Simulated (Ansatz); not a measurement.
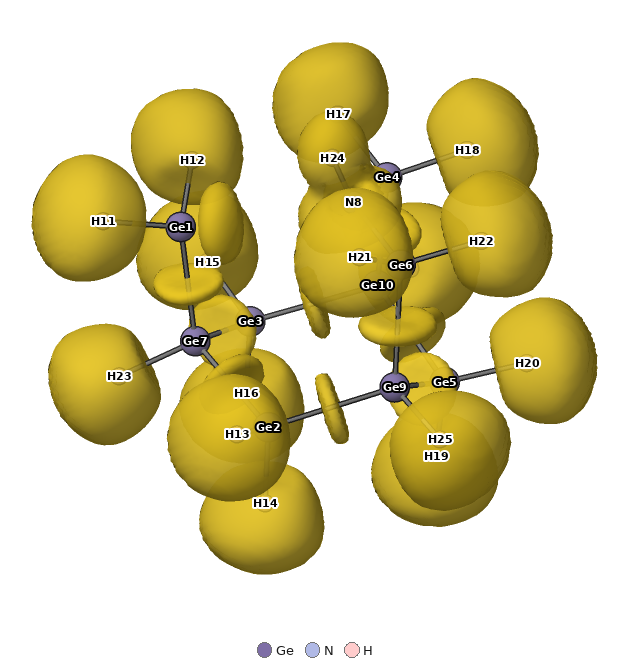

Ge$_{9}$H$_{16}$N (doublet). Isosurface of the electron localisation function at 0.75 (yellow), seen across its widest extent. Only the valence region is drawn (cores and ρ < 0.01 e/Å³ removed).

Geometry: r2SCAN-D4/def2-SVP.

Theory: UKS PBE0-D4/def2-TZVP in Ansatz.

```xyz
26

Ge   -0.0635   -3.1109   -0.2627
Ge    0.1170   -0.0011   -2.7696
Ge   -2.7105   -0.1184    0.0317
Ge    0.3076    0.0188    2.6142
Ge   -0.0941    2.8474   -0.0364
Ge    2.6482    0.0891    0.2871
Ge   -1.3442   -1.4479   -1.4750
N     1.4099   -0.8009    1.3568
Ge    1.4163    1.4362   -1.3096
Ge   -1.3311    1.3331    1.4029
H    -0.1678   -4.4981   -0.9520
H    -0.5574   -3.2663    1.1936
H     1.0661   -0.8559   -3.6339
H    -0.7250    0.8748   -3.7210
H    -3.5469   -1.0478    0.9330
H    -3.6886    0.7503   -0.7875
H    -0.3263   -1.1306    3.4194
H     1.1229    0.9141    3.5812
H    -1.0380    3.6398   -0.9620
H     0.7054    3.8546    0.8146
H     3.4823   -1.0162   -0.3866
H     3.5905    0.9753    1.1400
H    -2.2784   -2.1678   -2.4783
H     1.7988   -1.6732    1.7187
H     2.4108    2.2879   -2.1282
H    -2.2041    2.1137    2.4096
```

Where are the electrons localised?

Answer. The surface consists of nine regions between bonded Ge–Ge atoms (shared pairs), 15 regions around hydrogen nuclei, one lobe on Ge, pointing away from the bonds (non-bonding electrons) and one joined region spread over several atoms (H, N), in which their bonds and any lone pairs are merged. Profiles from the grid: Ge–N (1.86 Å): the ELF peaks at about 0.85 in the valence shell of N, 0.7 Å from its nucleus, and is about 0.50 at the midpoint. Ge–Ge (2.42 Å): the ELF peaks at about 0.85 between the atoms: a shared electron pair.
